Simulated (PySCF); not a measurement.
## Electronic structure of C$_{5}$H$_{9}$Al (SMILES CC#[C][AlH][CH2]C) in real space

```yaml
atoms:
  - { symbol: C, position_ang: [4.0789, -0.0273, -0.2767] }
  - { symbol: C, position_ang: [2.6394, 0.1164, -0.3317] }
  - { symbol: C, position_ang: [1.4290, 0.2332, -0.3737] }
  - { symbol: Al, position_ang: [-0.4840, 0.5118, -0.5031] }
  - { symbol: C, position_ang: [-1.9748, -0.6419, 0.1882] }
  - { symbol: C, position_ang: [-3.2956, 0.0270, -0.2392] }
  - { symbol: H, position_ang: [4.5064, 0.1157, -1.2693] }
  - { symbol: H, position_ang: [4.3431, -1.0230, 0.0808] }
  - { symbol: H, position_ang: [4.5036, 0.7150, 0.3999] }
  - { symbol: H, position_ang: [-0.9589, 1.7941, -1.2354] }
  - { symbol: H, position_ang: [-1.9528, -1.6731, -0.1933] }
  - { symbol: H, position_ang: [-1.9682, -0.7521, 1.2828] }
  - { symbol: H, position_ang: [-4.1639, -0.5164, 0.1342] }
  - { symbol: H, position_ang: [-3.3635, 0.0774, -1.3275] }
  - { symbol: H, position_ang: [-3.3433, 1.0513, 0.1365] }
```

Geometry: GFN2-xTB.

Method: PySCF, PBE0/pcSseg-1, SCF density, gas phase, non-relativistic.

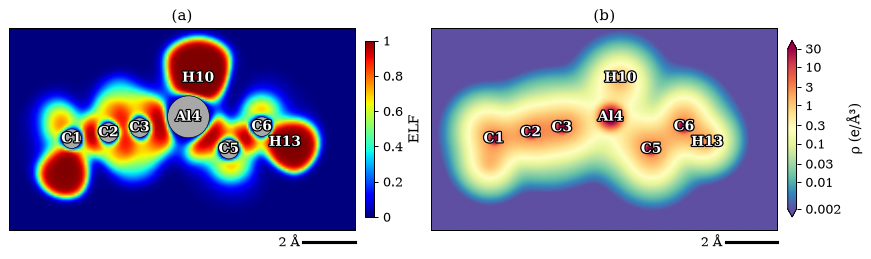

Figure 1. (a) ELF; (b) total electron density on the plane of atoms C5, C6 and H13. Grey discs cover the atomic cores in the ELF map.

Q: What do the fields say about this system?

A:
- The plane passes through C, Al and H nuclei.
- C–C (1.22 Å): ρ is about 2.7 e/Å³ halfway; the ELF peaks at about 0.85 between the atoms (a multiple bond).
- C–Al (1.94 Å): ρ is about 0.69 e/Å³ halfway; the ELF peaks at about 0.95 between the atoms, as expected for a polar covalent bond.
- C–H (1.09 Å): ρ at the midpoint is about 2 e/Å³; the ELF climbs to about 1 towards the hydrogen, as it does in any bond to H: an ordinary covalent bond to hydrogen.
- C–Al (2.01 Å): the density is about 0.67 e/Å³ at the midpoint; the ELF peaks at about 0.95 between the atoms: a shared but strongly polarised pair.
- Al–H (1.55 Å): ρ is about 0.58 e/Å³ halfway; the ELF climbs to about 1 towards the hydrogen.

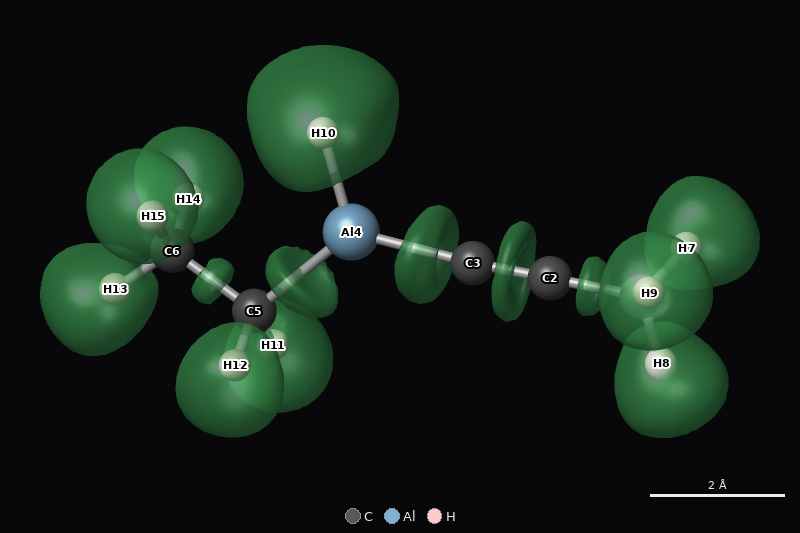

Figure 2. Isosurface of the electron localisation function at 0.85 (green), seen at an oblique angle. Core shells and regions of very low density are left out.

Q: Describe the localisation domains.

A: At this value the surface marks out one region between bonded Al–C atoms (shared pairs), three regions between bonded C–C atoms (shared pairs), nine regions around hydrogen nuclei and one lobe of the valence shell of C pointing towards Al (polar bonds).

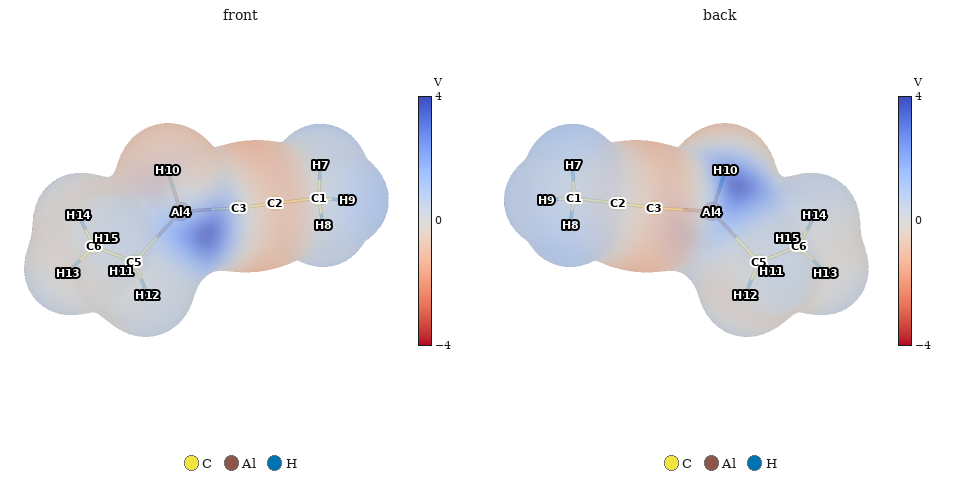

Figure 3. The electrostatic potential painted on the density surface at 0.002 e/bohr³, seen from the front and from behind; red is negative and blue positive.

Q: Describe the electrostatic potential map.

A: The most negative region (about −1.0 V) lies over C2 and C3, the most positive (about +3.2 V) over Al4.
